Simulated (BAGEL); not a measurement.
# CH3O2Si (SMILES O=CO[SiH2]) at UHF/cc-pVDZ (density fitting with qzvpp-jkfit)

What is the energy change on altering one bond length of CH3O2Si at UHF/cc-pVDZ (density fitting with qzvpp-jkfit)? 

Program for the calculation: BAGEL 1.2.2.

2 further runs of the same task are left out: 1 that didn't finish, 1 set aside as unsound or not needed. Runs told in other sessions of the task aren't counted.

### 1 The structure to begin with

The species is CH3O2Si (7 atoms), meant as a doublet with charge 0. SMILES: `O=CO[SiH2]`. Geometry: relaxed at GFN2-xTB.

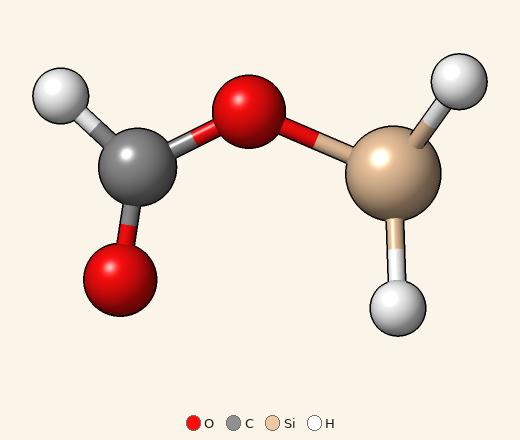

The structure, seen from a chosen angle (oxygen red, carbon grey, silicon light orange, hydrogen white).

### 2 The energy at UHF/cc-pVDZ (density fitting with qzvpp-jkfit)

input.json reads:

```json
{ "bagel": [

{
  "title": "molecule",
  "basis": "cc-pvdz.json",
  "df_basis": "qzvpp-jkfit",
  "angstrom": true,
  "geometry": [
    { "atom": "O", "xyz": [    0.669190,   -1.734920,   -0.024860 ] },
    { "atom": "C", "xyz": [    0.938340,   -0.717110,    0.550080 ] },
    { "atom": "O", "xyz": [    0.247660,    0.397790,    0.484870 ] },
    { "atom": "Si", "xyz": [   -1.169050,    0.729380,   -0.300460 ] },
    { "atom": "H", "xyz": [    1.809760,   -0.598360,    1.216200 ] },
    { "atom": "H", "xyz": [   -0.978850,    2.136040,   -0.584680 ] },
    { "atom": "H", "xyz": [   -1.517050,   -0.212810,   -1.341150 ] }
  ]
},
{ "title": "uhf", "nopen": 1 },
{ "title": "print", "file": "orbitals.molden", "orbitals": true }

]}
```

The basis set cc-pVDZ is read from a file made from the Basis Set Exchange's data (not shown).

Command:

```sh
$ BAGEL_NUM_THREADS=1 BAGEL input.json > input.out
```

The log of the run:

```text
* using 1 threads per process

  ===============================================================
  ===============================================================

  *** Geometry ***

  { "atom" : "O", "xyz" : [      1.264586,     -3.278524,     -0.046979 ] },
  { "atom" : "C", "xyz" : [      1.773206,     -1.355142,      1.039501 ] },
  { "atom" : "O", "xyz" : [      0.468010,      0.751714,      0.916272 ] },
  { "atom" : "Si", "xyz" : [     -2.209184,      1.378328,     -0.567787 ] },
  { "atom" : "H", "xyz" : [      3.419951,     -1.130737,      2.298285 ] },
  { "atom" : "H", "xyz" : [     -1.849758,      4.036531,     -1.104885 ] },
  { "atom" : "H", "xyz" : [     -2.866809,     -0.402153,     -2.534406 ] },

  Number of auxiliary basis functions:      411

  Since a DF basis is specified, we compute 2- and 3-index integrals:
    o Being stored without compression. Storage requirement is 0.018 GB

  Number of basis functions:       75
  Number of electrons      :       39

    * METHOD: MOLECULE                             0.26

  *** Open-shell HF ***

  === Nuclear Repulsion ===
   154.7860994900

      * DIIS with orbital gradients will be used.

  === UHF iteration (cc-pvdz.json) ===
      0       -478.04163015          0.03546573           0.12
      1       -478.18674467          0.02613126           0.12
      2       -478.23583367          0.01672745           0.12
      3       -478.27401688          0.00156164           0.12
      4       -478.27462409          0.00083904           0.12
      5       -478.27479960          0.00024358           0.12
      6       -478.27483084          0.00007395           0.13
      7       -478.27483449          0.00002497           0.13
      8       -478.27483498          0.00000929           0.13
      9       -478.27483513          0.00000496           0.12
     10       -478.27483519          0.00000225           0.13
     11       -478.27483524          0.00000136           0.13
     12       -478.27483527          0.00000077           0.13
     13       -478.27483531          0.00000044           0.13
     14       -478.27483534          0.00000035           0.13
     15       -478.27483536          0.00000030           0.13
     16       -478.27483538          0.00000022           0.12
     17       -478.27483540          0.00000014           0.12
     18       -478.27483540          0.00000007           0.13
     19       -478.27483540          0.00000004           0.13
     20       -478.27483540          0.00000002           0.12
     21       -478.27483540          0.00000001           0.12
    * SCF iteration converged.

    * S^2 (UHF) is 0.7532

    * Permanent dipole moment:
           (    0.078586,    -0.759635,    -0.186946) a.u.

    * METHOD: UHF                                  2.94

    * METHOD: PRINT                                0.02

  ===============================================================
```

Wall time 3.6 s (1 thread of Arm Neoverse N1, shared host); peak memory 0.092 GiB.

### 3 The distorted shape at the same level

job.json reads:

```json
{ "bagel" : [

{
  "title" : "molecule",
  "basis" : "cc-pvdz.json",
  "df_basis" : "qzvpp-jkfit",
  "angstrom" : "true",
  "geometry" : [
    { "atom" : "O", "xyz" : [    1.377533,   -1.900712,    0.367798 ] },
    { "atom" : "C", "xyz" : [    1.646683,   -0.882902,    0.942738 ] },
    { "atom" : "O", "xyz" : [    0.956003,    0.231998,    0.877528 ] },
    { "atom" : "Si", "xyz" : [   -1.169050,    0.729380,   -0.300460 ] },
    { "atom" : "H", "xyz" : [    2.518103,   -0.764152,    1.608858 ] },
    { "atom" : "H", "xyz" : [   -0.978850,    2.136040,   -0.584680 ] },
    { "atom" : "H", "xyz" : [   -1.517050,   -0.212810,   -1.341150 ] }
  ]
},
{
  "title" : "uhf",
  "nopen" : 1
},
{
  "title" : "print",
  "file" : "orbitals.molden",
  "orbitals" : "true"
}

]}
```

The basis set cc-pVDZ is read from a file made from the Basis Set Exchange's data (not shown).

Command:

```sh
$ BAGEL_NUM_THREADS=1 BAGEL job.json > job.out
```

The log of the run:

```text
* using 1 threads per process

  ===============================================================
  ===============================================================

  *** Geometry ***

  { "atom" : "O", "xyz" : [      2.603160,     -3.591825,      0.695037 ] },
  { "atom" : "C", "xyz" : [      3.111780,     -1.668443,      1.781517 ] },
  { "atom" : "O", "xyz" : [      1.806584,      0.438413,      1.658288 ] },
  { "atom" : "Si", "xyz" : [     -2.209184,      1.378328,     -0.567787 ] },
  { "atom" : "H", "xyz" : [      4.758525,     -1.444038,      3.040301 ] },
  { "atom" : "H", "xyz" : [     -1.849758,      4.036531,     -1.104885 ] },
  { "atom" : "H", "xyz" : [     -2.866809,     -0.402153,     -2.534406 ] },

  Number of auxiliary basis functions:      411

  Since a DF basis is specified, we compute 2- and 3-index integrals:
    o Being stored without compression. Storage requirement is 0.018 GB

  Number of basis functions:       75
  Number of electrons      :       39

    * METHOD: MOLECULE                             0.25

  *** Open-shell HF ***

  === Nuclear Repulsion ===
   133.9184360051

      * DIIS with orbital gradients will be used.

  === UHF iteration (cc-pvdz.json) ===
      0       -477.90438257          0.03642698           0.12
      1       -478.06318097          0.02839641           0.12
      2       -478.12394518          0.01886298           0.12
      3       -478.17804524          0.00176960           0.12
      4       -478.17932132          0.00101801           0.12
      5       -478.17978368          0.00047655           0.12
      6       -478.17999902          0.00026487           0.12
      7       -478.18009781          0.00015494           0.12
      8       -478.18013871          0.00007124           0.12
      9       -478.18014654          0.00004196           0.12
[... 20 lines of this table left out ...]
     30       -478.18015835          0.00000004           0.12
     31       -478.18015835          0.00000002           0.12
     32       -478.18015835          0.00000001           0.12
     33       -478.18015835          0.00000001           0.12
    * SCF iteration converged.

    * S^2 (UHF) is 0.7566

    * Permanent dipole moment:
           (    1.789177,    -1.541223,     0.698503) a.u.

    * METHOD: UHF                                  4.25

    * METHOD: PRINT                                0.02

  ===============================================================
```

It took 4.8 s on 1 thread of Arm Neoverse N1, shared host; peak memory 0.092 GiB.

### 4 Results

At UHF/cc-pVDZ (density fitting with qzvpp-jkfit):

```
                                                          quantity          value
                                         first shape: total energy  -478.27484 Eh
                                        first shape: dipole moment         2.00 D
                                                 first shape: ⟨S²⟩          0.753
                                     distorted shape: total energy  -478.18016 Eh
                                    distorted shape: dipole moment         6.26 D
                                             distorted shape: ⟨S²⟩          0.757
energy change with the O3–Si4 bond stretched from 1.653 to 2.480 Å       2.576 eV
```

In words: With the O3–Si4 bond stretched from 1.653 to 2.480 Å the energy rises by 2.58 eV (249 kJ/mol). The first shape isn't relaxed at this level, so the change isn't measured from a minimum.
